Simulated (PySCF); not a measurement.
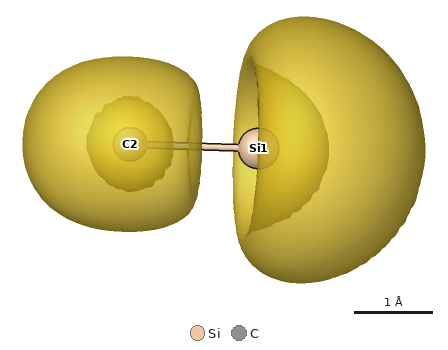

The picture shows: SiC (charge −1, doublet). Isosurface of the ELF at 0.75 (yellow), seen from one side. Only the valence region is drawn (cores and ρ < 0.01 e/Å³ removed).

⟨S²⟩ = 0.82, above the pure value of 0.75.

Theory: PBE0/def2-TZVPPD, non-relativistic Hamiltonian with scalar-relativistic core potentials where named, at a bond length of 1.670 Å (PySCF 2.14.0).

Q: Where are the electrons localised?

A: The surface consists of one lobe on Si, pointing away from the bonds (non-bonding electrons) and one region wrapped around C (its valence shell). Profiles from the grid: C–Si (1.67 Å): the ELF peaks at about 0.80 between the atoms: localised, covalent bonding.
